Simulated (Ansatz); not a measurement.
## Geometry relaxation of CH₄O₂Si (part 2 of 2)

CH₄O₂Si, SMILES O=CO[SiH3]; RKS B3LYP/6-31G* (Ansatz 0.2.0). It belongs to a series of runs on one base structure; here: end point A relaxed.

### Trajectory as extended XYZ, continued
```
8
Properties=species:S:1:pos:R:3:forces:R:3 step=3 energy=-13074.56932
O     1.4308   -0.2294    1.2851   -0.0196  -0.3082   1.4127
C     1.4658    0.3544    0.2474    0.6730  -0.2504  -1.6146
O     0.4207    0.4297   -0.6044    0.7896   0.7228  -0.3092
Si   -1.0994   -0.2112   -0.2534   -0.2105  -0.3627   0.4851
H     2.4244    0.7567   -0.1990   -0.9998   0.0708   0.2716
H    -1.8856    0.1048   -1.4548   -0.1395   0.0722  -0.1003
H    -1.0180   -1.6771   -0.0501   -0.0059  -0.0157  -0.0693
H    -1.6465    0.4149    0.9735   -0.0874   0.0712  -0.0760
8
Properties=species:S:1:pos:R:3:forces:R:3 step=4 energy=-13074.62837
O     1.3807   -0.1837    1.3046   -0.0120  -0.0611   0.0216
C     1.4627    0.3229    0.2112    0.0646   0.0613  -0.0104
O     0.4410    0.4607   -0.6451    0.1045  -0.1635   0.1778
Si   -1.0698   -0.2325   -0.2056   -0.2284   0.1986  -0.3495
H     2.3876    0.7324   -0.2178    0.0568   0.0355   0.0368
H    -1.8204    0.1456   -1.4231   -0.2127  -0.1133   0.0475
H    -1.0115   -1.7065   -0.0647    0.1219   0.0433   0.0345
H    -1.6781    0.4040    0.9847    0.1053  -0.0008   0.0416
8
Properties=species:S:1:pos:R:3:forces:R:3 step=5 energy=-13074.65374
O     1.4022   -0.2224    1.3098   -0.0731   0.0069  -0.0656
C     1.4646    0.3112    0.2276    0.2984   0.0130   0.1522
O     0.4547    0.4320   -0.6381   -0.2730   0.0076  -0.1784
Si   -1.0850   -0.2182   -0.2411    0.0569  -0.0196   0.0631
H     2.3763    0.7700   -0.1848    0.0244  -0.0103   0.0475
H    -1.9039    0.1127   -1.4265   -0.0093   0.0089  -0.0254
H    -0.9875   -1.6863   -0.0694   -0.0230   0.0187   0.0152
H    -1.6292    0.4439    0.9669   -0.0012  -0.0253  -0.0087
8
Properties=species:S:1:pos:R:3:forces:R:3 step=6 energy=-13074.65381
O     1.3597   -0.2343    1.2936    0.1814   0.1547  -0.2121
C     1.4673    0.3153    0.2198   -0.4732  -0.2509   0.2335
O     0.4561    0.4408   -0.6604    0.1923   0.0676  -0.0241
Si   -1.0727   -0.2173   -0.2376   -0.0192   0.0016  -0.0165
H     2.3869    0.7721   -0.1634    0.0944   0.0386  -0.0219
H    -1.9135    0.1017   -1.4129    0.0193   0.0152  -0.0199
H    -0.9795   -1.6825   -0.0626    0.0076  -0.0307   0.0220
H    -1.6121    0.4472    0.9679   -0.0025   0.0038   0.0388
8
Properties=species:S:1:pos:R:3:forces:R:3 step=7 energy=-13074.65667
O     1.3791   -0.2281    1.2991    0.0264   0.0258  -0.0437
C     1.4646    0.3134    0.2224   -0.0520  -0.0493   0.0744
O     0.4543    0.4386   -0.6521   -0.0017   0.0203  -0.0501
Si   -1.0781   -0.2179   -0.2387   -0.0003  -0.0038   0.0072
H     2.3827    0.7704   -0.1731    0.0284   0.0089   0.0054
H    -1.9042    0.1094   -1.4220   -0.0021  -0.0001  -0.0031
H    -0.9849   -1.6845   -0.0611   -0.0002  -0.0020   0.0041
H    -1.6214    0.4415    0.9699    0.0015   0.0003   0.0059
8
Properties=species:S:1:pos:R:3:forces:R:3 step=8 energy=-13074.65681
O     1.3772   -0.2296    1.2973    0.0118  -0.0041   0.0023
C     1.4637    0.3127    0.2218   -0.0330  -0.0040   0.0179
O     0.4546    0.4391   -0.6548    0.0027   0.0084  -0.0261
Si   -1.0778   -0.2177   -0.2390    0.0050  -0.0035   0.0056
H     2.3828    0.7718   -0.1702    0.0152   0.0023  -0.0011
H    -1.9048    0.1087   -1.4220   -0.0023  -0.0005  -0.0001
H    -0.9843   -1.6840   -0.0593   -0.0005  -0.0009   0.0002
H    -1.6191    0.4420    0.9705    0.0011   0.0022   0.0012
8
Properties=species:S:1:pos:R:3:forces:R:3 step=9 energy=-13074.65681 accepted=F
O     1.3760   -0.2296    1.2966    0.0061   0.0085  -0.0262
C     1.4628    0.3131    0.2208   -0.0097  -0.0237   0.0700
O     0.4545    0.4393   -0.6557   -0.0006   0.0135  -0.0379
Si   -1.0774   -0.2177   -0.2389   -0.0024  -0.0069   0.0089
H     2.3834    0.7714   -0.1686    0.0069   0.0061  -0.0132
H    -1.9051    0.1084   -1.4215   -0.0024  -0.0001  -0.0012
H    -0.9838   -1.6841   -0.0592    0.0002   0.0008  -0.0002
H    -1.6182    0.4422    0.9708    0.0019   0.0018  -0.0001
8
Properties=species:S:1:pos:R:3:forces:R:3 step=10 energy=-13074.65684
O     1.3772   -0.2301    1.2972   -0.0002   0.0007   0.0009
C     1.4631    0.3132    0.2222   -0.0051  -0.0071  -0.0012
O     0.4547    0.4392   -0.6555    0.0014   0.0061  -0.0082
Si   -1.0776   -0.2177   -0.2389    0.0011  -0.0015   0.0013
H     2.3829    0.7716   -0.1700    0.0014   0.0021   0.0047
H    -1.9049    0.1086   -1.4219   -0.0015  -0.0012   0.0014
H    -0.9842   -1.6841   -0.0593    0.0004  -0.0007   0.0005
H    -1.6189    0.4421    0.9705    0.0026   0.0016   0.0005
```

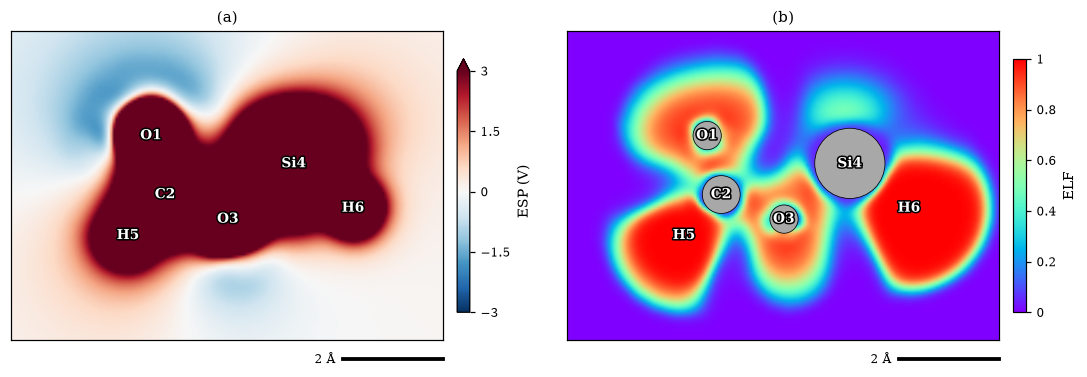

Figure 1. (a) electrostatic potential; (b) electron localisation function on the plane of atoms O1, C2 and H5. Grey discs, where drawn, cover atomic cores. The section cuts through O, C, Si and H sites. C–O (1.21 Å): the ELF peaks at about 0.90 between the atoms; a double or triple bond. C–O (1.34 Å): the ELF peaks at about 0.90 between the atoms (a shared but strongly polarised pair). Si–H (1.48 Å): the ELF climbs to about 1 towards the hydrogen.

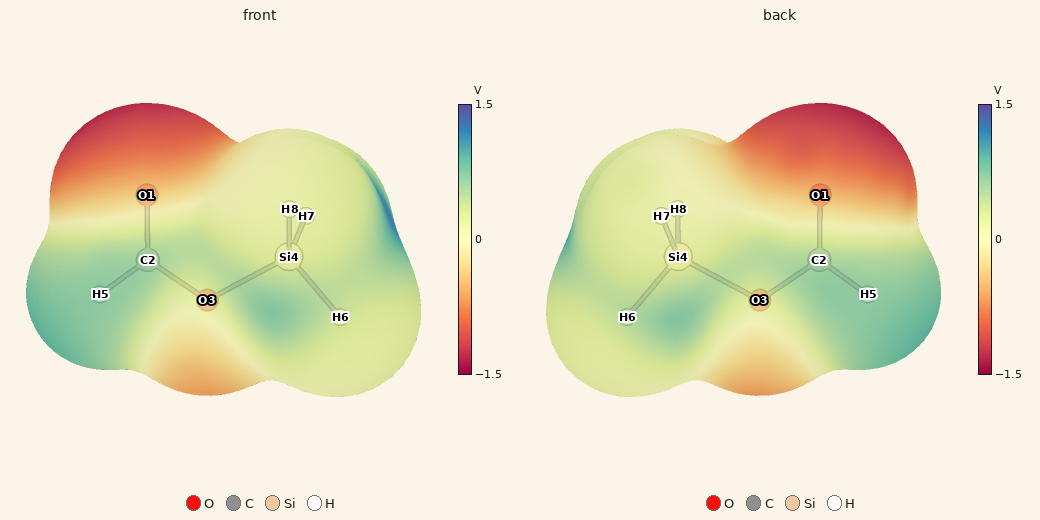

Figure 2. The electrostatic potential painted on the density surface at 0.001 e/bohr³, seen face on and from behind; the colour scale runs from red (negative) to blue (positive).

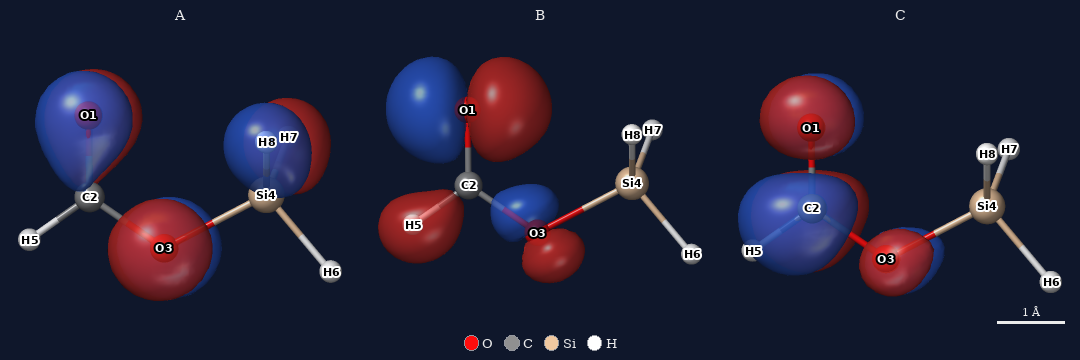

Figure 3. Three frontier orbitals at ±0.15 Å⁻³ᐟ² (blue and red are the two phases). A is the HOMO−1 (−8.91 eV). It lies mainly on O3 (40 %), O1 (30 %) and Si4 (10 %). B is the HOMO (−8.03 eV). C is the LUMO (−0.30 eV). It lies mainly on C2 (45 %), O1 (30 %) and O3 (10 %); π-antibonding (π*) across C2–O1. The HOMO–LUMO gap is 7.73 eV between the orbital energies.

This output came from the following input.

### The input
```yaml
crystal:
  periodic: [false, false, false]
  atoms:
    - { symbol: O, position_ang: [1.5031, -0.2613, 1.3767] }
    - { symbol: C, position_ang: [1.4483, 0.3055, 0.2621] }
    - { symbol: O, position_ang: [0.3877, 0.4097, -0.6144] }
    - { symbol: Si, position_ang: [-1.0074, -0.1925, -0.2752] }
    - { symbol: H, position_ang: [2.339, 0.7822, -0.2016] }
    - { symbol: H, position_ang: [-1.9701, 0.0947, -1.4279] }
    - { symbol: H, position_ang: [-0.9871, -1.6725, -0.0915] }
    - { symbol: H, position_ang: [-1.6213, 0.4771, 0.9161] }
basis:
  gaussian: { orbitals: "6-31G*" }
hamiltonian:
  xc: b3lyp
relax:
  f_tol: 0.015
  max_steps: 40
output:
  orbitals: {}
```

Run as:
```bash
ansatz run input.yaml --threads 1 --pin off --max-ram 2048MiB --backend cpu --events-out ev --progress --plain --runs-dir out
```

### Results in brief

| quantity | value |
| --- | --- |
| outcome | converged |
| total energy | −13074.6570 eV |
| mean-field energy | −13074.6570 eV |
| largest force (length of the vector) at the end | 0.010 eV/Å |
| hardware | 1 thread of Intel Xeon @ 2.50GHz (Skylake/Cascade Lake), 189 GiB of memory available, shared host |
| wall time | 68 s |
| peak memory | 0.15 GiB |
